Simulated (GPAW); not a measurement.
# Dielectric function and optical constants of TiB2

Aim: the dielectric function of TiB2, and the optical constants that follow from it.

Calculated with GPAW 26.7.0; DFT, PBE, plane-wave PAW (GPAW data sets), scalar-relativistic, RPA, optical limit.

### Step 1. Starting point

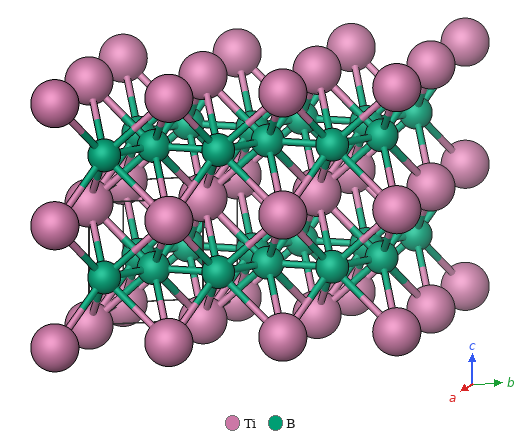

The cell as given, slightly off an axis (titanium pink, boron teal). 2×3×2 cells are drawn. Some periodic images of atoms are drawn too.

As a file:

```cif
data_structure
_symmetry_space_group_name_H-M 'P6/mmm'
_symmetry_Int_Tables_number 191
_cell_length_a 3.0292
_cell_length_b 3.0292
_cell_length_c 3.2284
_cell_angle_alpha 90.000
_cell_angle_beta 90.000
_cell_angle_gamma 120.000
_cell_volume 25.66
loop_
_atom_site_label
_atom_site_type_symbol
_atom_site_symmetry_multiplicity
_atom_site_Wyckoff_symbol
_atom_site_fract_x
_atom_site_fract_y
_atom_site_fract_z
_atom_site_occupancy
Ti1 Ti 1 a 0.00000 0.00000 0.00000 1
B1 B 2 d 0.66667 0.33333 0.50000 1
```

### Step 2. Bands for the response

At the fixed density, many empty bands are solved on the mesh of the response, since the spectrum sums over them.

This step: DFT, PBE, plane-wave PAW (GPAW data sets), scalar-relativistic, bands at fixed density (GPAW 26.7.0).

nscf.py

```python
from ase.dft.bandgap import bandgap
from gpaw import GPAW, FermiDirac

calc = GPAW('gs.gpw').fixed_density(kpts={'size': (18, 18, 13), 'gamma': True}, nbands=30, convergence={'bands': 24},
                                    occupations=FermiDirac(0.05), txt='nscf.txt')
print('gap (eV)', bandgap(calc, output=None)[0])
print('direct gap (eV)', bandgap(calc, direct=True, output=None)[0])
print('top band over the Fermi level (eV)', min(calc.get_eigenvalues(kpt=k)[23] for k in range(len(calc.get_ibz_k_points()))) - calc.get_fermi_level())
calc.write('full.gpw', mode='all')
```

The run is started by

```sh
> OMP_NUM_THREADS=1 python nscf.py
```

Numbers of over 12 decimals in the logs are rounded to 6 here.

Output:

```text
Diagonalizing LCAO Hamiltonian
Converting LCAO to pw mode
convergence criteria:
- Maximum integral of absolute [eigenst]ate change: 4e-08 eV^2 / valence electron
maximum number of iterations: 150

SCF iterations
|iter     |      energy | eigst |  dens |
|iter:   1||             | +1.93 |       |
|iter:   2||             | -0.01 |       |
|iter:   3||             | -1.86 |       |
|iter:   4||             | -3.64 |       |
|iter:   5||             | -5.29 |       |
|iter:   6||             | -6.98 |       |
|iter:   7||             | -7.92c|       |
SCF steps: 7
  __  _  _
 | _ |_)|_||  |
 |__||  | ||/\| - 26.7.0

Versions:
  Python: 3.12.14
  ASE:    3.29.0
  Numpy:  2.5.5
  Scipy:  1.18.1
  Libxc:  7.0.0

Input parameters:
  mode=PW(ecut=500.0),
  convergence={'bands': 24},
  gpts=array([16, 16, 18]),
  kpts=MonkhorstPack(size=(18, 18, 13), gamma=True),
  maxiter=150,
  nbands=30,
  occupations=Occupations(name='fermi-dirac', width=0.05, fixmagmom=False),
  parallel={},
  xc=XC(name='PBE')

--- standard output ---
gap (eV) 0.0
direct gap (eV) 0.0
top band over the Fermi level (eV) 21.957725
```

Wall time 68 s (1 thread of Arm Neoverse V1, shared host); peak memory 0.26 GiB.

### Step 3. Dielectric function, RPA

Local fields let the induced charge screen the field inside the cell, which as a rule lowers ε, most along directions where the density is uneven.

This step: DFT, PBE, plane-wave PAW (GPAW data sets), scalar-relativistic, RPA, optical limit (GPAW 26.7.0).

df.py

```python
from gpaw.response.df import DielectricFunction

df = DielectricFunction('full.gpw', frequencies={'type': 'nonlinear', 'domega0': 0.03, 'omega2': 8},
                        ecut=50,
                        eta=0.15,
                        nbands=24,
                        rate=0.05,
                        txt='df.txt')
for direction in ['x', 'z']:
    df.get_dielectric_function(xc='RPA', direction=direction, filename=f'df_{direction}.csv')
```

The run is started by

```sh
> OMP_NUM_THREADS=1 python df.py
```

Output:

```text
Using integrator: PointIntegrator
NonLinearFrequencyDescriptor(from 0.000 to 86.247 eV, 527 points)
Nonperiodic BCs:  [False False False]
Using integrator: PointIntegrator
NonLinearFrequencyDescriptor(from 0.000 to 86.247 eV, 527 points)
Nonperiodic BCs:  [False False False]
Using integrator: PointIntegrator

Calculating chi0 body with:
    Ground state adapter containing:
    Number of spins: 1
    Number of kpoints: 4212
    Number of irreducible kpoints: 259
    Number of completely occupied states: 8
    Number of partially occupied states: 12

    Linear response parametrization:
    q_c: [0.0, 0.0, 0.0]
    Number of frequency points: 527
    Planewave cutoff: 50.0
    Number of bands: 24
    Number of planewaves: 21
    Broadening (eta): 0.15

Integrating chi0 body.

Symmetries of q_c:
    Direct symmetries (Uq -> q): 24
    Indirect symmetries (TUq -> q): 0
In total 24 allowed symmetries.

259 groups of equivalent kpoints. 93.850902% reduction.

Integral kind: spectral function

Calculating chi0 optical extensions with:
    Ground state adapter containing:
    Number of spins: 1
    Number of kpoints: 4212
    Number of irreducible kpoints: 259
    Number of completely occupied states: 8
    Number of partially occupied states: 12

    Linear response parametrization:
    Number of frequency points: 527
    Planewave cutoff: 50.0
    Number of bands: 24
    Number of planewaves: 21
    Broadening (eta): 0.15
Integrating chi0 head and wings.

Symmetries of q_c:
    Direct symmetries (Uq -> q): 24
    Indirect symmetries (TUq -> q): 0
In total 24 allowed symmetries.

259 groups of equivalent kpoints. 93.850902% reduction.

Integral kind: spectral function wings

Calculating drude chi0 with:
    Number of frequency points:527
    Plasma frequency decay rate: 0.05 eV

    Ground state adapter containing:
    Number of spins: 1
    Number of kpoints: 4212
    Number of irreducible kpoints: 259
    Number of completely occupied states: 8
    Number of partially occupied states: 12

Symmetries of q_c:
    Direct symmetries (Uq -> q): 24
    Indirect symmetries (TUq -> q): 0
In total 24 allowed symmetries.

259 groups of equivalent kpoints. 93.850902% reduction.

Integral kind: intraband
Plasma frequency:
[[3.02+0.j 0.  -0.j 0.  +0.j]
 [0.  -0.j 3.02+0.j 0.  +0.j]
 [0.  +0.j 0.  +0.j 2.42-0.j]]
```

Wall time 18 s (1 thread); peak memory 0.24 GiB.

Some rows of df_x.csv (energy; Re and Im without local fields; Re and Im with them):

```text
0.000000, 3726.176684, 0.000000, 3726.150525, 0.000000
0.429336, -10.843780, 33.718686, -10.874563, 33.718135
0.878195, 10.787152, 37.058973, 10.752856, 37.065030
1.347938, 7.008965, 27.691097, 6.959362, 27.682938
1.840057, 2.505399, 23.584187, 2.483430, 23.576211
2.356191, 0.576427, 13.602740, 0.559943, 13.605479
2.898142, 2.218336, 14.028837, 2.194494, 14.027442
3.467895, 1.277454, 10.441356, 1.249946, 10.443842
4.067647, 0.940105, 8.950609, 0.900125, 8.945031
4.699832, 0.886800, 6.823085, 0.866280, 6.816632
5.367152, 2.197298, 6.833350, 2.169250, 6.841563
6.072622, 1.849757, 7.512610, 1.814863, 7.521216
6.819608, 1.924377, 5.986585, 1.876870, 5.983435
7.611886, 1.916918, 7.302207, 1.884661, 7.279263
8.453705, -0.783178, 7.046808, -0.825019, 7.041451
9.349861, 0.048329, 5.340380, 0.001442, 5.334243
10.305790, -0.768082, 5.287063, -0.861180, 5.221807
11.327680, -0.955472, 5.379537, -0.955948, 5.250550
12.422601, -3.038651, 3.655067, -2.943323, 3.618354
13.598673, -2.177165, 2.238238, -2.109027, 2.237302
```

The Im ε has structure finer than the step of the table below, so its rows give means over 1 eV, whole bins alone (the curve runs from 0.305 to 14.0 eV). Peaks (eV: height): E ∥ x 0.8: 38.9; E ∥ z 0.8: 37.9, 8.1: 10.9.

Sum at mesh points, not converged in k. The Im ε by photon energy; means over each step:

| photon energy (eV) | E ∥ x | E ∥ z |
| --- | --- | --- |
| 1 | 31.0 | 29.9 |
| 2 | 19.8 | 21.6 |
| 3 | 12.5 | 14.0 |
| 4 | 9.28 | 11.5 |
| 5 | 6.78 | 10.8 |
| 6 | 7.20 | 8.07 |
| 7 | 6.36 | 7.01 |
| 8 | 7.57 | 9.68 |
| 9 | 5.76 | 4.45 |
| 10 | 5.58 | 2.55 |
| 11 | 5.15 | 3.07 |
| 12 | 4.73 | 3.04 |
| 13 | 2.94 | 2.25 |

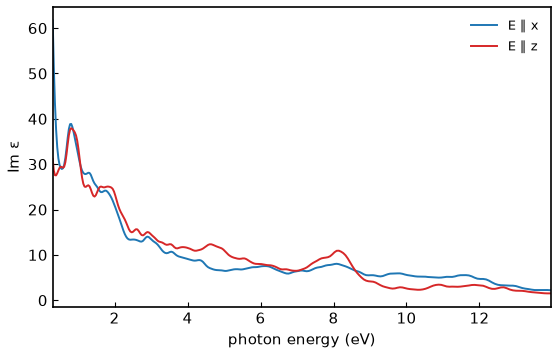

Im ε against photon energy.

Values under 1 per cm are given as 1; sum at mesh points, not converged in k. Table of absorption coefficient by photon energy:

| photon energy (eV) | E ∥ x (1/cm) | E ∥ z (1/cm) |
| --- | --- | --- |
| 1.01 | 3.6e5 | 3.6e5 |
| 1.99 | 6.6e5 | 6.4e5 |
| 3.02 | 7.6e5 | 7.5e5 |
| 3.98 | 8.2e5 | 8.8e5 |
| 4.98 | 8.0e5 | 1.2e6 |
| 6.02 | 1.0e6 | 1.2e6 |
| 6.99 | 1.1e6 | 1.2e6 |
| 8.03 | 1.5e6 | 1.9e6 |
| 9.02 | 1.6e6 | 2.0e6 |
| 10.03 | 1.8e6 | 1.7e6 |
| 11.03 | 1.9e6 | 1.7e6 |
| 12.02 | 2.4e6 | 2.0e6 |
| 13.00 | 2.4e6 | 2.0e6 |

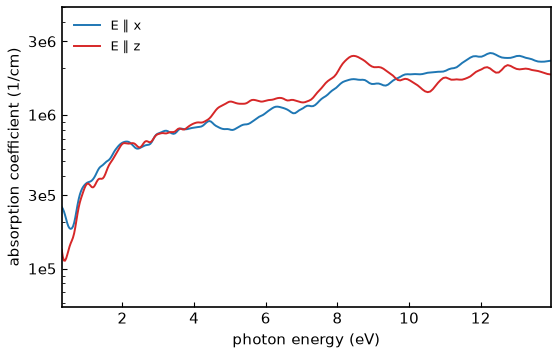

Absorption coefficient against photon energy.

The loss function −Im 1/ε at q → 0 has structure finer than the step of the table below, so its rows give means over 0.5 eV, whole bins alone (the curve runs from 0.305 to 14.0 eV). Peaks (eV: height): E ∥ x 6.71: 0.160, 10.95: 0.194; E ∥ z 6.93: 0.153, 10.52: 0.359, 12.50: 0.294.

Sum at mesh points, not converged in k. Loss function −Im 1/ε at q → 0 against energy loss; means over each step:

| energy loss (eV) | E ∥ x | E ∥ z |
| --- | --- | --- |
| 1.0 | 0.0284 | 0.0263 |
| 1.5 | 0.0372 | 0.0335 |
| 2.0 | 0.0494 | 0.0429 |
| 2.5 | 0.0729 | 0.0614 |
| 3.0 | 0.0754 | 0.0680 |
| 3.5 | 0.0947 | 0.0789 |
| 4.0 | 0.109 | 0.0837 |
| 4.5 | 0.128 | 0.0819 |
| 5.0 | 0.141 | 0.0926 |
| 5.5 | 0.130 | 0.110 |
| 6.0 | 0.126 | 0.125 |
| 6.5 | 0.149 | 0.140 |
| 7.0 | 0.146 | 0.147 |
| 7.5 | 0.132 | 0.116 |
| 8.0 | 0.126 | 0.0962 |
| 8.5 | 0.144 | 0.0844 |
| 9.0 | 0.178 | 0.115 |
| 9.5 | 0.177 | 0.166 |
| 10.0 | 0.175 | 0.240 |
| 10.5 | 0.188 | 0.331 |
| 11.0 | 0.191 | 0.274 |
| 11.5 | 0.172 | 0.289 |
| 12.0 | 0.163 | 0.250 |
| 12.5 | 0.176 | 0.271 |
| 13.0 | 0.192 | 0.269 |
| 13.5 | 0.223 | 0.306 |

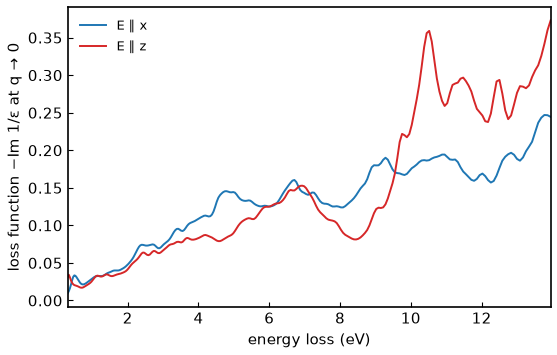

Loss function −Im 1/ε at q → 0, plotted against energy loss.

The Im ε, E ∥ x has structure finer than the step of the table below, so its rows give means over 1 eV, whole bins alone (the curve runs from 0.305 to 14.0 eV). Peaks (eV: height): without local fields 0.8: 38.9; with local fields 0.8: 38.9.

Sum at mesh points, not converged in k. The Im ε, E ∥ x by photon energy; means over each step:

| photon energy (eV) | without local fields | with local fields |
| --- | --- | --- |
| 1 | 31.0 | 31.0 |
| 2 | 19.8 | 19.8 |
| 3 | 12.5 | 12.5 |
| 4 | 9.28 | 9.28 |
| 5 | 6.78 | 6.78 |
| 6 | 7.19 | 7.20 |
| 7 | 6.37 | 6.36 |
| 8 | 7.58 | 7.57 |
| 9 | 5.77 | 5.76 |
| 10 | 5.62 | 5.58 |
| 11 | 5.27 | 5.15 |
| 12 | 4.81 | 4.73 |
| 13 | 2.94 | 2.94 |

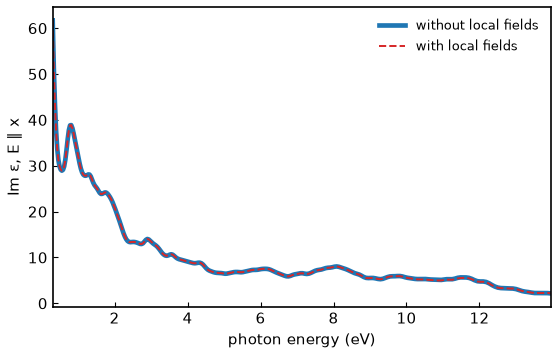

Im ε, E ∥ x against photon energy.

The reflectivity at normal incidence has structure finer than the step of the table below, so its rows give means over 1 eV, whole bins alone (the curve runs from 0.305 to 14.0 eV). Peaks (eV: height): E ∥ x 0.8: 60.2, 6.2: 34.1, 8.5: 39.1, 13.2: 51.9; E ∥ z 0.8: 59.2, 5.0: 44.8, 8.8: 61.3, 12.3: 43.9, 13.3: 47.1.

Sum at mesh points, not converged in k. Table of reflectivity at normal incidence by photon energy; means over each step:

| photon energy (eV) | E ∥ x (%) | E ∥ z (%) |
| --- | --- | --- |
| 1 | 56.9 | 55.5 |
| 2 | 52.0 | 51.6 |
| 3 | 44.0 | 44.5 |
| 4 | 39.3 | 40.9 |
| 5 | 31.8 | 43.1 |
| 6 | 32.6 | 39.6 |
| 7 | 30.1 | 34.3 |
| 8 | 36.0 | 45.9 |
| 9 | 35.4 | 59.0 |
| 10 | 35.7 | 45.2 |
| 11 | 36.1 | 33.8 |
| 12 | 45.5 | 38.5 |
| 13 | 49.9 | 44.9 |

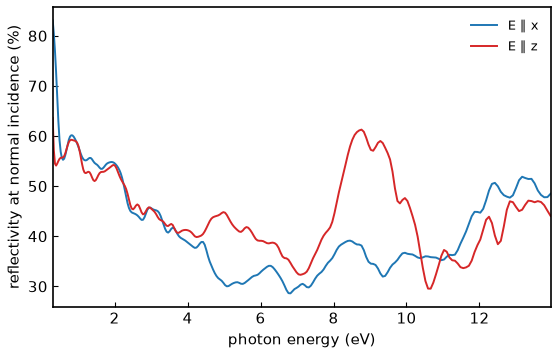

Reflectivity at normal incidence, plotted against photon energy.

At chosen wavelengths:

| wavelength (nm) | n x | k x | R (%) x | 1/α x | n z | k z | R (%) z | 1/α z |
| --- | --- | --- | --- | --- | --- | --- | --- | --- |
| 1550 | 5.33 | 3.645 | 60.0 | 34 nm | 5.84 | 3.235 | 59.2 | 38 nm |
| 633 | 3.33 | 3.269 | 54.7 | 15 nm | 3.84 | 3.177 | 54.2 | 16 nm |
| 532 | 2.65 | 2.617 | 47.4 | 16 nm | 3.07 | 2.750 | 49.1 | 15 nm |
| 450 | 2.83 | 2.299 | 43.3 | 16 nm | 3.02 | 2.377 | 44.6 | 15 nm |
| 405 | 2.64 | 2.464 | 45.3 | 13 nm | 2.88 | 2.437 | 45.1 | 13 nm |
| 308 | 2.23 | 2.025 | 38.6 | 12 nm | 2.65 | 2.165 | 41.1 | 11 nm |
| 248 | 2.05 | 1.582 | 30.5 | 12 nm | 2.30 | 2.401 | 44.8 | 8.2 nm |

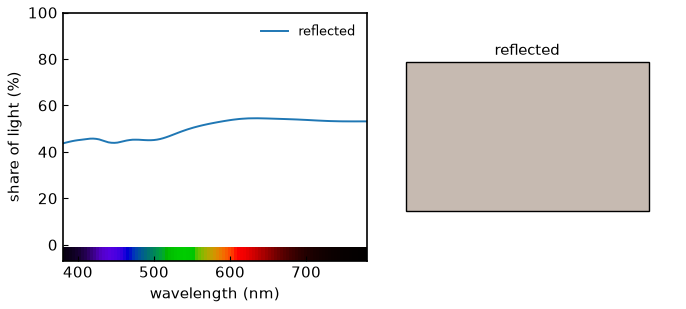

Light reflected across the visible range, with the colour that it makes of daylight (sRGB).

A polished face would reflect 50 % of daylight and look faintly orange (CIE x = 0.330, y = 0.340 under D65).

### Step 4. Results

In words: At this level (PBE, RPA) TiB2 is a metal. The mesh is too coarse to trust the carriers' weight, the reflectivity or the colour to better than tens of per cent. A polished face would reflect 50 % of daylight and look faintly orange (CIE x = 0.330, y = 0.340 under D65). The carriers' damping of 0.05 eV is typed, not computed; it shapes the response at the lowest energies. In this version of GPAW the matrix elements of the optical limit are incomplete, which can lower ε − 1 by up to a tenth where first-row anions or d states rule, and shift it by more in d metals. GPAW's carrier term has the form −ωp²/(ω + i·rate)², which damps like twice the rate and fails at low energy, so the curves leave the lowest energies out. The sum runs over mesh points 0.15 Å⁻¹ apart with no interpolation, so peaks are partly noise of the mesh, and the Drude plasma energy, a sum over the Fermi surface, isn't converged.

[Machine, clock and banner lines and Python warnings are left out of the logs.]

[Logs are printed without paths, hosts, clocks, repeated set-up lines and the standing remarks that a program may print on its own settings, such as how far it seeks lower states.]

[Hosts, paths, dates, database ids (printed as entryN), source tags and the programs' standing remarks are cut or masked in the printed files.]
